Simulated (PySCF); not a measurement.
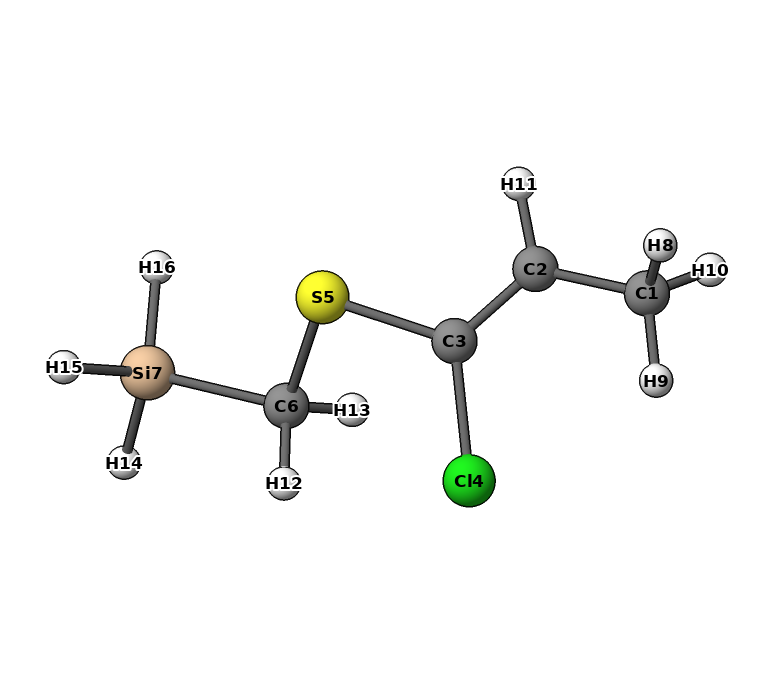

The questions are on isotropic NMR shieldings of the H atoms. Computed geometry: GFN2-xTB optimisation. No frequency run is at hand to confirm it as a minimum. Method: GIAO PBE0/pcSseg-1 NMR shielding, non-relativistic, gas phase (PySCF 2.14.0).

Give the isotropic NMR shieldings of the H atoms atom by atom.

```json
{"atom": "H8", "σ (ppm)": "29.95"}
{"atom": "H9", "σ (ppm)": "29.17"}
{"atom": "H10", "σ (ppm)": "29.85"}
{"atom": "H11", "σ (ppm)": "25.47"}
{"atom": "H12", "σ (ppm)": "28.98"}
{"atom": "H13", "σ (ppm)": "29.81"}
{"atom": "H14", "σ (ppm)": "27.62"}
{"atom": "H15", "σ (ppm)": "27.83"}
{"atom": "H16", "σ (ppm)": "27.82"}
```

The geometry is semi-empirical. Around Si such bond lengths and angles can be off by a tenth of an ångström or more and by several degrees, and values that hang on the shape move with them.
